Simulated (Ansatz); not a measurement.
# Cl4H2NTa···HCl: what the fields show

Input

```
crystal:
  periodic: [false, false, false]
  atoms:
    - { symbol: Ta, position_ang: [-0.006711, 0.101914, 0.055911] }
    - { symbol: "N", position_ang: [2.091713, 0.265186, 0.160685] }
    - { symbol: H, position_ang: [2.592524, 0.534696, 1.014118] }
    - { symbol: H, position_ang: [2.69955, 0.229306, -0.664723] }
    - { symbol: Cl, position_ang: [0.152553, 0.345053, 2.37548] }
    - { symbol: Cl, position_ang: [0.46108, -0.467981, -2.167406] }
    - { symbol: Cl, position_ang: [-0.9731, 2.131977, -0.363457] }
    - { symbol: Cl, position_ang: [-1.66245, -1.515998, 0.20388] }
    - { symbol: Cl, position_ang: [1.593096, -3.087177, 0.913817] }
    - { symbol: H, position_ang: [2.220545, -1.937376, 0.611194] }
basis:
  gaussian: { orbitals: def2-SVP }
hamiltonian:
  xc: pbe
relax:
  f_tol: 0.03
  max_steps: 50
output:
  orbitals: {}
```

Launched as:

```sh
ansatz run input.yaml --threads 4 --pin off --max-ram 5120MiB --backend cpu --events-out ev --progress --plain --runs-dir out
```

The fields are those of the run's last geometry, not of the input's.

Core potentials replace the inner electrons of Ta.

Level of theory: Ansatz, RKS PBE/def2-SVP.

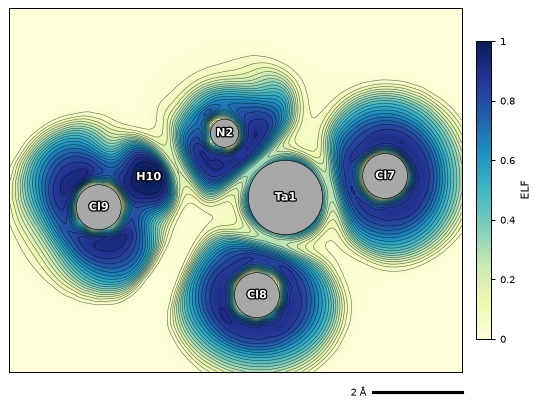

Figure 1. ELF on the plane of atoms N2, Ta1 and Cl8. Grey discs cover the atomic cores.

Question: Read the bonding off the picture.

Answer:
- The plane passes through Ta, N, Cl and H nuclei.
- N2···H10 (1.99 Å): the ELF dips to about 0.20 between them.
- Ta–N (2.01 Å): the ELF peaks at about 0.85 in the valence shell of N, 0.7 Å from its nucleus, and is about 0.35 at the midpoint.
- Ta–Cl (2.30 Å): the ELF peaks at about 0.85 in the valence shell of Cl, 0.8 Å from its nucleus, and is about 0.40 at the midpoint.
- Cl–H (1.32 Å): the ELF climbs to about 1 towards the hydrogen, as it does in any bond to H (a covalent bond by its length).
- The ELF also peaks beside Cl9, away from the bonds: lone-pair regions.

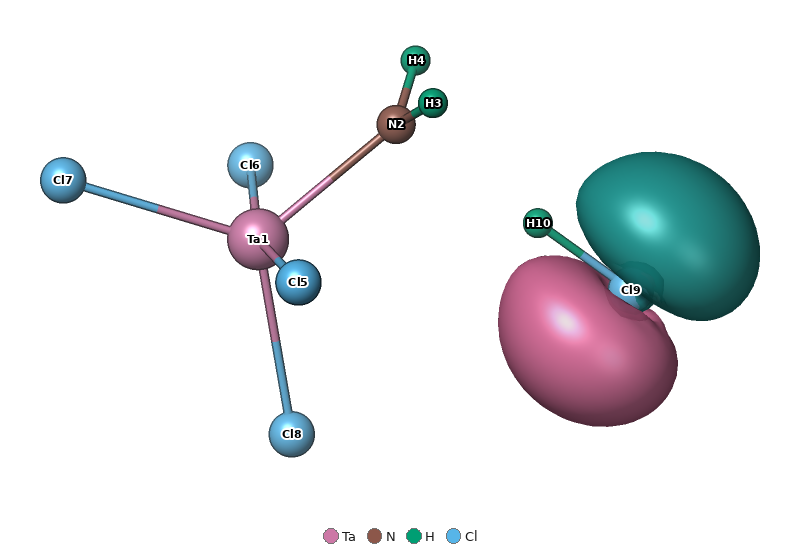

Figure 2. The HOMO−1 at ±0.15 Å⁻³ᐟ² (teal and pink are the two phases), seen at a tilt.

Question: What is the character of this orbital?

Answer: Its weight (Hirshfeld) is mainly on Cl9 (about 95 %); largely a lone pair of Cl9. Its energy is −7.15 eV.

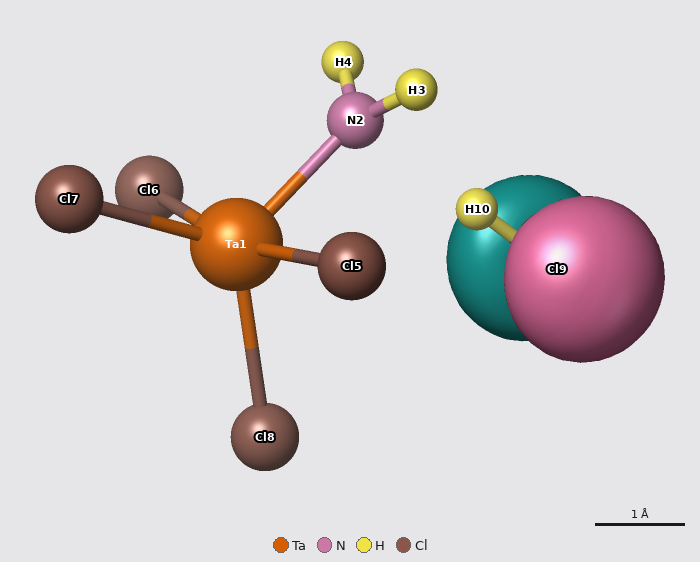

Figure 3. One frontier orbital at ±0.2 Å⁻³ᐟ² (teal and pink are the two phases), seen at a tilt.

Question: Which orbital is it: HOMO or LUMO?

Answer: The HOMO, at −7.12 eV. Its weight (Hirshfeld) is mainly on Cl9 (about 95 %); largely a lone pair of Cl9.
